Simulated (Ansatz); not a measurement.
The calculation's input:

```
crystal:
  periodic: [false, false, false]
  atoms:
    - symbol: C
      position_ang: [0.893797, -0.038778, 0.756531]
    - symbol: C
      position_ang: [-0.222304, 0.087439, -0.111286]
    - symbol: Ca
      position_ang: [-1.116078, 0.242708, 2.221057]
    - symbol: H
      position_ang: [1.341788, -1.023311, 0.942849]
    - symbol: H
      position_ang: [1.573916, 0.808875, 0.910079]
    - symbol: H
      position_ang: [-0.644547, -0.798752, -0.602232]
    - symbol: H
      position_ang: [-0.412660, 1.033465, -0.634275]
basis:
  gaussian:
    orbitals: def2-TZVPD
magnetization:
  spin_polarized: true
  initial_magnetization: 2
hamiltonian:
  xc: {name: PBE0}
output:
  forces: true
  orbitals: {seedname: orbitals}
```

Launched as:

```sh
ansatz run input.yaml --threads 1 --pin off --max-ram 2610MiB --events-out events.jsonl --progress --plain --runs-dir runs
```

Geometry: PBE0-D3(BJ)/def2-SVP.

These are results of isolated molecule in a Gaussian basis; Kohn-Sham density functional theory, functional PBE0 in Ansatz, not measurements.

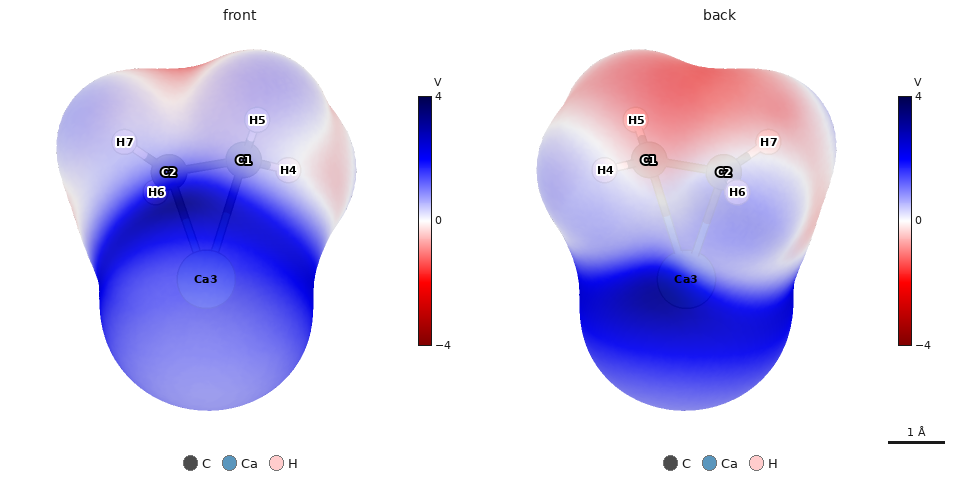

C2H4Ca (SMILES [CH2]1[CH2][Ca]1) (triplet). The molecular electrostatic potential painted on the density surface at 0.002 e/bohr³, seen from the front and from behind; the colour scale runs from red (negative) to blue (positive).

**Describe the electrostatic potential map.**

The most negative region (about −1.2 V, or −28 kcal/mol for a unit charge) lies over C1 and C2, the most positive (about +3.1 V, or +71 kcal/mol for a unit charge) over Ca3.

**What dipole moment does the calculation give?**

Its dipole moment is 1.08 D.
